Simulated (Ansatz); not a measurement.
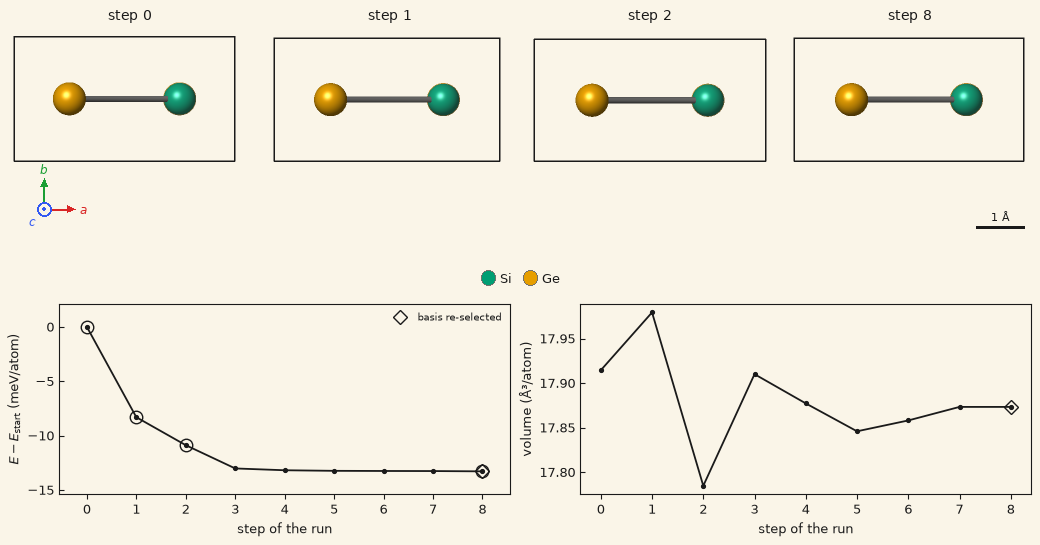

Frames of a relaxation of crystalline SiGe$_{2}$ (a generated structure, set up in Pmma), marked on the history of the run. A ball-and-stick model of the cell of the calculation, seen along the c axis.

These are results of DFT PBE, scalar-relativistic, plane waves, PAW (Ansatz 0.2.0), not measurements.

The input:
```yaml
crystal:
  lattice:
    - [4.6915482573, 0.0, 0.0]
    - [0.0, 2.6465275892, 0.0]
    - [0.0, 0.0, 8.6568795723]
  atoms:
    - { symbol: Si, position: [0.75, 0.5, 0.7449411834] }
    - { symbol: Si, position: [0.25, 0.5, 0.2550588166] }
    - { symbol: Ge, position: [0.75, 0.5, 0.4092034165] }
    - { symbol: Ge, position: [0.25, 0.5, 0.9183502554] }
    - { symbol: Ge, position: [0.25, 0.5, 0.5907965835] }
    - { symbol: Ge, position: [0.75, 0.5, 0.0816497446] }
basis:
  ecutwfc: 420
kpoints:
  mp_grid: { grid: [8, 14, 6] }
hamiltonian:
  xc: pbe
scf:
  occupations: { method: gaussian, width: 0.1 }
output:
  forces: true
  stress: true
  eigenvalues: true
relax:
  adjacent_minimum: "off"
  f_tol: 0.01
  max_steps: 80
  cell: { stress_tol: 0.05 }
```

Launched with:
```bash
ansatz run input.yaml --threads 1 --pin off --max-ram 2560MiB --backend cpu --events-out ev --progress --plain --runs-dir out
```

> Describe the path.

The largest moves relative to the cell, 0.064 Å, are those of Ge3 and Ge5. Ge5 goes along −c. By element the largest moves are Ge 0.064 Å, Si 0.043 Å. Cell: a 4.692 → 4.882 Å (+4.1 %), b 2.647 → 2.611 Å (−1.3 %), c 8.657 → 8.414 Å (−2.8 %). Volume −0.2 %. Among the contacts that change: Si1–Ge5 2.699 → 2.816 Å, Si1–Ge3 2.906 → 2.804 Å, Ge4–Ge6 2.739 → 2.815 Å, Ge3–Ge3 2.647 → 2.611 Å. Among the angles between lasting bonds that change: Ge6–Si2–Ge6 114.8° → 120.3°, Ge3–Si2–Ge6 177.0° → 180.0°, Ge3–Si2–Ge6 62.3° → 59.8°. The space group (tolerance 0.01 Å) goes from Pmma (No. 51) to Cmmm (No. 65). The energy falls by 13.3 meV per atom in 7 accepted moves (8 points after the start). The largest force component goes from 0.064 to 0.00094 eV/Å. Pressure: 0.29 GPa at the start and −0.01 GPa at the end. The SCF was repeated once at an unchanged geometry on a basis and grid sized afresh for the cell, which shifted the energy by less than 0.05 meV per atom at most. From step 0 to 1: volume +0.4 %, energy −8.3 meV per atom. From step 1 to 2: Ge atoms move most (0.02 Å), volume −1.1 %, energy −2.6 meV per atom. From step 2 to 8: Si atoms move most (0.04 Å), volume +0.5 %, energy −2.4 meV per atom.

| step | E − E(0), meV/atom | largest force component, eV/Å | pressure, GPa | volume, Å³/atom | note |
| --- | --- | --- | --- | --- | --- |
| 0 | 0.00 | 0.0637 | 0.29 | 17.914 |  |
| 1 | -8.31 | 0.0615 | -0.21 | 17.979 |  |
| 2 | -10.88 | 0.0623 | 0.49 | 17.785 |  |
| 3 | -13.02 | 0.0095 | -0.09 | 17.910 |  |
| 4 | -13.18 | 0.0041 | 0.00 | 17.877 |  |
| 5 | -13.24 | 0.0060 | 0.11 | 17.846 |  |
| 6 | -13.25 | 0.0021 | 0.06 | 17.858 |  |
| 7 | -13.26 | 0.0010 | -0.02 | 17.873 |  |
| 8 | -13.29 | 0.0009 | -0.01 | 17.873 | same geometry, new basis |
